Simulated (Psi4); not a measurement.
# NOF (nitrosyl fluoride) at 6 levels

Aim: a comparison of 6 runs (B3LYP/def2-TZVPP, BHLYP/def2-TZVPP, M06-L/def2-TZVPP, PBE/def2-TZVPP, r2SCAN/def2-TZVPP, CCSD/def2-TZVPP) of NOF (nitrosyl fluoride). 

Program for the calculation: Psi4 1.11.

1 further run of the same task is left out (it didn't finish).

**1. Starting point**

NOF: 3 atoms, total charge 0, spin state singlet. SMILES: `O=NF`. The N2–F3 distance was set to 2.670 Å, away from the relaxed value. At this shape a bond of the SMILES string is far longer than usual.

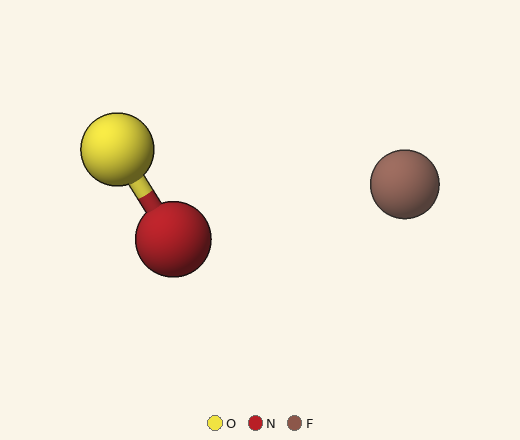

Viewed from a chosen angle; oxygen yellow, nitrogen red, fluorine brown.

**2. Energy and gradient at B3LYP/def2-TZVPP (run 1)**

input.dat

```
memory 2200 mb

molecule geom {
  O      1.801337    -0.334733     0.956393
  N      1.081917    -1.060243     0.481563
  F     -1.017290     0.239580    -0.534650
  units angstrom
  symmetry c1
}

set {
  basis def2-TZVPP
  puream true
  e_convergence 1e-09
  d_convergence 1e-08
  scf_type pk
  dft_radial_points 99
  dft_spherical_points 590
}

energy_value, wavefunction = gradient("b3lyp", return_wfn=True)
```

On the command line:

```
$ psi4 -i input.dat -o output.dat -n 1
```

output.dat:

```text
[...]
  Running in c1 symmetry.
[...]
  Nuclear repulsion =   50.547778066504200
[...]
  Multiplicity = 1
[...]
  Nalpha       = 12
  Nbeta        = 12
[...]
    Number of basis functions: 93
[...]
   @RKS iter   1:  -229.48029634236673   -3.70895e-01   7.65729e-03 DIIS/ADIIS
[...]
   @RKS iter  19:  -229.72831766217521   -1.73372e-12   5.00349e-09 DIIS
[...]
    Orbital Energies [Eh]
    ---------------------
    Doubly Occupied:
       1A    -24.565910     2A    -19.420169     3A    -14.630505
       4A     -1.402098     5A     -1.012551     6A     -0.800141
       7A     -0.648797     8A     -0.645492     9A     -0.606600
      10A     -0.294695    11A     -0.292255    12A     -0.292199
[...]
  @RKS Final Energy:  -229.72831766217521
   => Energetics <=
    Nuclear Repulsion Energy =             50.5477780665042005
    One-Electron Energy =                -416.4244516055742906
    Two-Electron Energy =                 156.8965318998137377
    DFT Exchange-Correlation Energy =     -20.7481760229188481
    Empirical Dispersion Energy =           0.0000000000000000
    VV10 Nonlocal Energy =                  0.0000000000000000
    Total Energy =                       -229.7283176621752148
[...]
 Multipole Moments:
 ------------------------------------------------------------------------------------
     Multipole            Electronic (a.u.)      Nuclear  (a.u.)        Total (a.u.)
 ------------------------------------------------------------------------------------
 L = 1.  Multiply by 2.5417464519 to convert [e a0] to [Debye]
 Dipole X            :          0.8044843            1.6150779            2.4195622
 Dipole Y            :         -0.3326312           -0.5275785           -0.8602098
 Dipole Z            :          0.0000000            0.0000000            0.0000000
 Magnitude           :                                                    2.5679256
[...]
  -Total Gradient:
     Atom            X                  Y                   Z
    ------   -----------------  -----------------  -----------------
       1        0.059740471113     0.047203923946    -0.000000000000
       2       -0.030048567297    -0.062568436298    -0.000000000000
       3       -0.029693952896     0.015366023415    -0.000000000000
[...]
```

It took 30 s on 1 thread of Intel Xeon at 2.50GHz (Skylake/Cascade Lake), shared host; peak memory 0.69 GiB.

**3. A single-point energy at BHLYP/def2-TZVPP (run 2)**

job.inp

```
memory 2.2 GB

molecule {
  0 1
  O
  N 1 1.126674
  F 2 2.67 1 110.42285
  units angstrom
  symmetry c1
}

set {
  basis                def2-TZVPP
  puream               true
  e_convergence        1e-09
  d_convergence        1e-08
  scf_type             pk
  dft_radial_points    99
  dft_spherical_points 590
}

result, w = energy('bhhlyp', return_wfn=True)
oeprop(w, 'MULLIKEN_CHARGES', 'WIBERG_LOWDIN_INDICES', 'DIPOLE')
print_variables()
```

On the command line:

```
$ psi4 -n 1 job.inp job.out
```

job.out:

```text
[...]
  Running in c1 symmetry.
[...]
  Nuclear repulsion =   50.547766320535871
[...]
  Multiplicity = 1
[...]
  Nalpha       = 12
  Nbeta        = 12
[...]
    Number of basis functions: 93
[...]
   @RKS iter   1:  -229.37078067325223   -5.99910e-01   7.27392e-03 ADIIS/DIIS
[...]
   @RKS iter  16:  -229.58325888626442   -1.90425e-12   4.89321e-09 DIIS
[...]
    Orbital Energies [Eh]
    ---------------------
    Doubly Occupied:
       1A    -25.159559     2A    -20.006543     3A    -15.162329
       4A     -1.573268     5A     -1.139885     6A     -0.926772
       7A     -0.742516     8A     -0.738136     9A     -0.716692
      10A     -0.359767    11A     -0.359338    12A     -0.329197
[...]
  @RKS Final Energy:  -229.58325888626442
   => Energetics <=
    Nuclear Repulsion Energy =             50.5477663205358709
    One-Electron Energy =                -416.2875748316705540
    Two-Electron Energy =                 149.4122846223640693
    DFT Exchange-Correlation Energy =     -13.2557349974937946
    Empirical Dispersion Energy =           0.0000000000000000
    VV10 Nonlocal Energy =                  0.0000000000000000
    Total Energy =                       -229.5832588862644172
[...]
 Multipole Moments:
 ------------------------------------------------------------------------------------
     Multipole            Electronic (a.u.)      Nuclear  (a.u.)        Total (a.u.)
 ------------------------------------------------------------------------------------
 L = 1.  Multiply by 2.5417464519 to convert [e a0] to [Debye]
 Dipole X            :         -1.1633773           -1.4470172           -2.6103945
 Dipole Y            :          0.5626323            0.8904817            1.4531141
 Dipole Z            :         -0.0000000            0.0000000           -0.0000000
 Magnitude           :                                                    2.9875910
[...]
  Mulliken Charges: (a.u.)
   Center  Symbol    Alpha    Beta     Spin     Total
       1     O     3.94187  3.94187  0.00000  0.11627
       2     N     3.27711  3.27711  0.00000  0.44577
       3     F     4.78102  4.78102  0.00000 -0.56204
   Total alpha = 12.00000, Total beta = 12.00000, Total charge = -0.00000
  Wiberg Bond Indices using Orthogonal Lowdin Orbitals:
[...]
```

It took 17 s on 1 thread of Intel Xeon at 2.50GHz (Skylake/Cascade Lake), shared host; peak memory 0.69 GiB.

Runs 3 to 5 aren't shown in full; the table further down has their settings and results.

**4. The energy at CCSD/def2-TZVPP (run 6)**

job.dat

```
memory 2.2 GB

molecule geom {
  0 1
  O      1.801337    -0.334733     0.956393
  N      1.081917    -1.060243     0.481563
  F     -1.017290     0.239580    -0.534650
  symmetry c1
}

set basis def2-TZVPP
set reference rhf
set puream true
set e_convergence 1e-09
set d_convergence 1e-08
set scf_type pk
set num_frozen_docc 3

e, wfn = energy("ccsd", return_wfn=True)
```

On the command line:

```
$ psi4 -n 1 job.dat job.out
```

job.out:

```text
[...]
  Running in c1 symmetry.
[...]
  Nuclear repulsion =   50.547778066504200
[...]
  Multiplicity = 1
[...]
  Nalpha       = 12
  Nbeta        = 12
[...]
    Number of basis functions: 93
[...]
   @RHF iter   1:  -228.40807612815502   -9.71839e-01   7.10405e-03 ADIIS/DIIS
[...]
   @RHF iter  17:  -228.59550322140575   -2.50395e-11   7.63294e-09 DIIS
[...]
    Orbital Energies [Eh]
    ---------------------
    Doubly Occupied:
       1A    -26.065526     2A    -20.957599     3A    -16.026228
       4A     -1.851599     5A     -1.303548     6A     -1.129995
       7A     -0.902025     8A     -0.883668     9A     -0.880932
      10A     -0.416795    11A     -0.416240    12A     -0.378246
[...]
  @RHF Final Energy:  -228.59550322140575
   => Energetics <=
    Nuclear Repulsion Energy =             50.5477780665042005
    One-Electron Energy =                -415.8617608858949097
    Two-Electron Energy =                 136.7184795979849810
    Total Energy =                       -228.5955032214057496
[...]
 Multipole Moments:
 ------------------------------------------------------------------------------------
     Multipole            Electronic (a.u.)      Nuclear  (a.u.)        Total (a.u.)
 ------------------------------------------------------------------------------------
 L = 1.  Multiply by 2.5417464519 to convert [e a0] to [Debye]
 Dipole X            :          2.1548121            1.6150779            3.7698901
 Dipole Y            :         -0.9859784           -0.5275785           -1.5135570
 Dipole Z            :          0.0000000            0.0000000            0.0000000
 Magnitude           :                                                    4.0623793
[...]
      * MP2 total energy                      = -229.317308200852437
[...]
      * CCSD total energy                     = -229.300265628532344
[...]
```

Wall time 2 min (1 thread of Intel Xeon at 2.50GHz (Skylake/Cascade Lake), shared host); peak memory 0.85 GiB.

**5. Overview of the runs**

```
run              level      task  frozen core orbitals  energy (Eh)  dipole moment (D)  HOMO energy (eV)  LUMO energy (eV)  wall time
  1   B3LYP/def2-TZVPP  gradient                     0  -229.728318               6.53             -7.95             -5.95       30 s
  2   BHLYP/def2-TZVPP    energy                     0  -229.583259               7.59             -8.96             -4.88       17 s
  3   M06-L/def2-TZVPP    energy                     0  -229.709861               6.21             -6.74             -6.33       35 s
  4     PBE/def2-TZVPP  gradient                     0  -229.534112               5.68             -6.56             -6.40       54 s
  5  r2SCAN/def2-TZVPP  gradient                     0  -229.633582               6.11             -6.85             -6.51       81 s
  6    CCSD/def2-TZVPP    energy                     3  -229.300266                  –            -10.29             -2.45      2 min
```

**6. What came out**

```
                                          quantity          value
                               run 6: total energy  -229.30027 Eh
        run 6: HOMO energy (Hartree–Fock orbitals)      -10.29 eV
        run 6: LUMO energy (Hartree–Fock orbitals)       -2.45 eV
      run 6: HOMO–LUMO gap (Hartree–Fock orbitals)        7.84 eV
run 6: correlation energy (3 core orbitals frozen)     -704.8 mEh
                              run 6: T1 diagnostic          0.082
```

**Reading.** Over runs 1, 2, 3, 4, 5 the dipole moment (its size) runs from 5.68 D (PBE/def2-TZVPP) to 7.59 D (BHLYP/def2-TZVPP). Over runs 1, 2, 3, 4, 5 the HOMO–LUMO gap runs from 0.16 eV (PBE/def2-TZVPP) to 4.07 eV (BHLYP/def2-TZVPP). Totals of different functionals can't be ranked against each other. In run 6 the T1 diagnostic is large, so a single reference may not serve. In runs 1, 2, 3, 4, 5, 6 a closed-shell determinant meets a far-stretched bond, which it describes badly. All runs together took 5.6 min, the longest 2 min.
